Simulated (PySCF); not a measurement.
**UCISD/cc-pVDZ run of BH2 (boron dihydride)**

Aim: the vertical doublet–quartet gap of BH2 (boron dihydride) at UCISD/cc-pVDZ, from 2 runs. 

The results are computed with PySCF 2.14.0.

7 further runs of the same task are left out: 7 set aside as unsound or not needed.

## 1. The molecule

BH2: 3 atoms, total charge 0, spin state doublet. As SMILES, `[BH2]`. The shape is that of a GFN2-xTB optimisation.

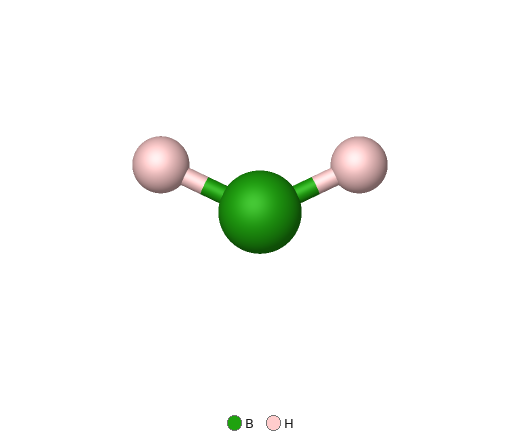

The structure, seen from a chosen angle (boron green, hydrogen pink).

## 2. A single-point energy at UCISD/cc-pVDZ

run.py

```python
from pyscf import gto, ci

mol = gto.M(
    atom='''
B        0.262840      -0.166230       0.128640
H        0.280020       0.985320       0.260980
H       -0.542860      -0.819090      -0.389630
''',
    basis='cc-pvdz',
    max_memory=1860,
    spin=1,
    verbose=3,
)

myscf = mol.UHF()
myscf.conv_tol = 1e-10
myscf.kernel()
if not myscf.converged:
    myscf = myscf.newton().run(myscf.mo_coeff, myscf.mo_occ)

cisd = ci.CISD(myscf, frozen=1)
cisd.kernel()
e_tot = cisd.e_tot
print('E = %.10f Eh' % e_tot)
```

Started as:

```console
$ OMP_NUM_THREADS=1 python run.py
```

Output:

```text
converged SCF energy = -25.7517189688887  <S^2> = 0.75310135  2S+1 = 2.003099
E(UCISD) = -25.83563951585826  E_corr = -0.08392054696954362
E = -25.8356395159 Eh
```

Run time: 1.1 s. Hardware: 1 thread of Arm Neoverse N1, shared host; peak memory 0.13 GiB.

## 3. The quartet at the same level

job.py

```python
from pyscf import gto, ci

mol = gto.M(
    atom='''
B        0.262840      -0.166230       0.128640
H        0.280020       0.985320       0.260980
H       -0.542860      -0.819090      -0.389630
''',
    spin=3,
    basis='cc-pvdz',
    verbose=3,
    max_memory=1860,
)

calc0 = mol.UHF()
calc0.conv_tol = 1e-10
calc0.kernel()
if not calc0.converged:
    calc0 = calc0.newton().run(calc0.mo_coeff, calc0.mo_occ)

cisd = ci.CISD(calc0, frozen=1)
cisd.kernel()
etot = cisd.e_tot
print('E(%s) = %.9f' % ('CISD', etot))
```

Started as:

```console
$ OMP_NUM_THREADS=1 python job.py
```

Output:

```text
WARN: HOMO -0.00534740234081665 >= LUMO -0.392580989783505

converged SCF energy = -25.5552179369618  <S^2> = 3.75898  2S+1 = 4.0044875
E(UCISD) = -25.63702515393672  E_corr = -0.08180721697492757
E(CISD) = -25.637025154
```

Wall time 1.1 s (1 thread of Arm Neoverse N1, shared host); peak memory 0.13 GiB.

## 4. Results

Level: UCISD/cc-pVDZ, 1 core orbital frozen.

```
                                                           quantity         value
                                              doublet: total energy  -25.83564 Eh
                      doublet: dipole moment (Hartree–Fock density)        0.41 D
doublet: HOMO energy (Hartree–Fock orbitals) (highest over α and β)      -9.43 eV
 doublet: LUMO energy (Hartree–Fock orbitals) (lowest over α and β)       1.53 eV
                doublet: correlation energy (1 core orbital frozen)     -83.9 mEh
                         doublet: ⟨S²⟩ of the reference determinant         0.753
                                              quartet: total energy  -25.63703 Eh
                      quartet: dipole moment (Hartree–Fock density)        1.31 D
quartet: HOMO energy (Hartree–Fock orbitals) (highest over α and β)      -8.43 eV
 quartet: LUMO energy (Hartree–Fock orbitals) (lowest over α and β)      -3.24 eV
                quartet: correlation energy (1 core orbital frozen)     -81.8 mEh
                         quartet: ⟨S²⟩ of the reference determinant         3.759
                   vertical energy of the quartet above the doublet      5.405 eV
```

What this shows: At this shape the quartet lies 5.40 eV (125 kcal/mol) above the doublet. Mulliken charges (doublet) of the mean-field density run from -0.04 on H2 to +0.07 on B1; they depend strongly on the basis.
